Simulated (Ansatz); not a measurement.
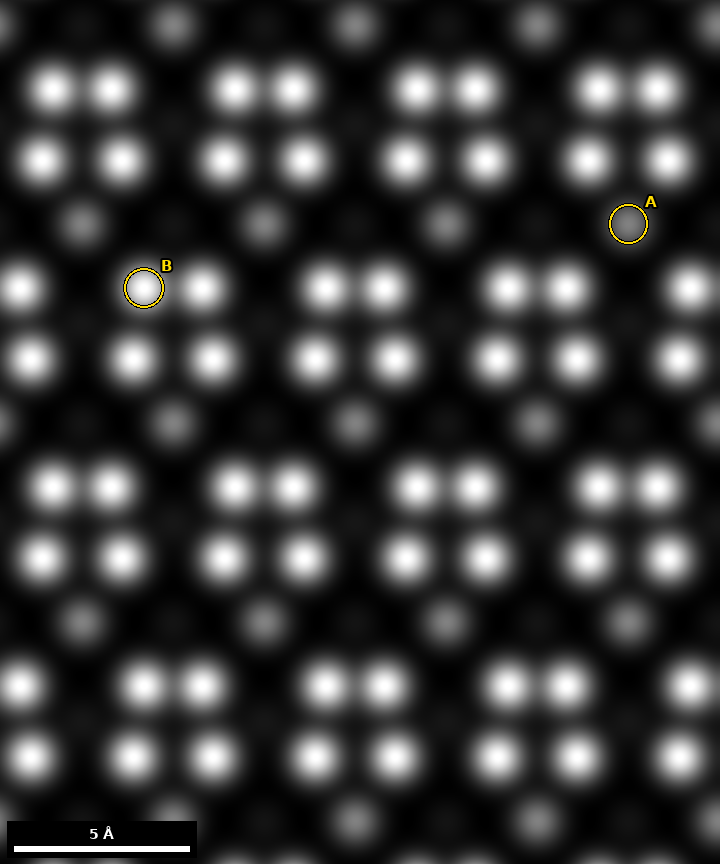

Z-contrast image of Al₂CdAu₄ (I-4, No. 82) along [100]. Simulation: incoherent imaging, intensity Z^1.7 per atom, probe width 1.03 Å, thin sample. The probe carries 15 % of its weight in a tail 2.5 times as wide. The display is stretched by a gamma of 0.8; percentages refer to the linear signal. Structure: the end point of a relaxation with Ansatz, DFT, PAW plane waves, r2scan; the starting structure was generated, so it need not be a known form of this composition.

```xyz
14
Lattice="5.1807 0.0000 0.0000 0.0000 5.1807 0.0000 0.0000 0.0000 11.3167" Properties=species:S:1:pos:R:3 pbc="T T T"
Au    1.1334    3.4244    3.8440
Au    4.3467    3.7238    1.8144
Au    4.0473    1.7563    3.8440
Au    0.8340    1.4569    1.8144
Cd    2.5904    2.5904    0.0000
Al    2.5904    0.0000    2.8292
Al    0.0000    0.0000    0.0000
Au    3.7238    0.8340    9.5024
Au    1.7563    1.1334    7.4728
Au    1.4569    4.3467    9.5024
Au    3.4244    4.0473    7.4728
Cd    0.0000    0.0000    5.6584
Al    0.0000    2.5904    8.4876
Al    2.5904    2.5904    5.6584
```

> Name the elements in each circled column.

A: Cd (1 Cd per 5.18 Å along the beam; about 40 % of the brightest peak). B: Au (1 Au per 5.18 Å along the beam; the brightest kind). Brightness is counted from the darkest point of the image.
